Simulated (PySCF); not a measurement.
```xyz
17

F    -1.7116    1.6726   -0.9281
C    -1.5924    0.8878    0.2235
C    -0.2196    1.1329    0.8298
Si    1.0712    0.2485   -0.2688
P     2.7195   -0.5364    1.0428
C     0.0422   -1.2317   -0.9163
Si   -1.7451   -0.9480   -0.3278
H    -2.3903    1.2438    0.8840
H    -0.2122    0.7159    1.8378
H    -0.0418    2.2048    0.9214
H     1.5023    1.1248   -1.3719
H     3.3611    0.6812    1.1747
H     3.5243   -0.9154   -0.0148
H     0.4350   -2.1785   -0.5501
H     0.0844   -1.2808   -2.0018
H    -2.0882   -1.7604    0.8425
H    -2.7458   -1.0493   -1.3867
```

Geometry: GFN2-xTB.

These are results of PySCF 2.14.0, wB97X-D/def2-SVPD, SCF density, gas phase, not measurements.

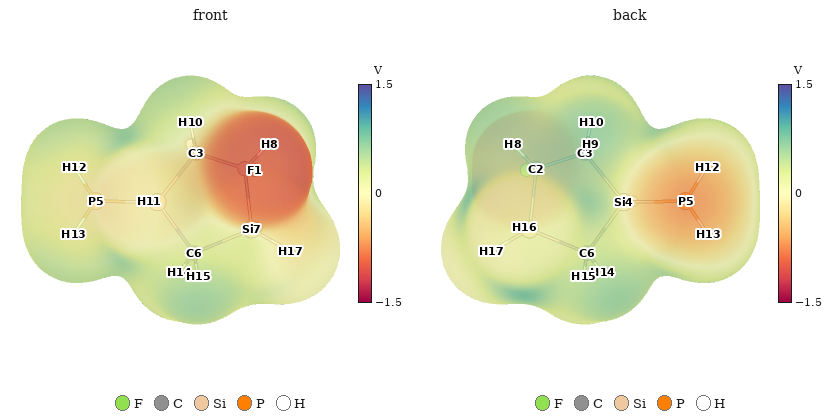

C₃H₁₀FPSi₂. The electrostatic potential painted on the density surface at 0.001 e/bohr³, seen from the front and from behind; red is negative and blue positive.

### Where is the surface potential most negative and most positive?

The most negative region (about −1.0 V) lies over F1, the most positive (about +0.8 V) over Si7.
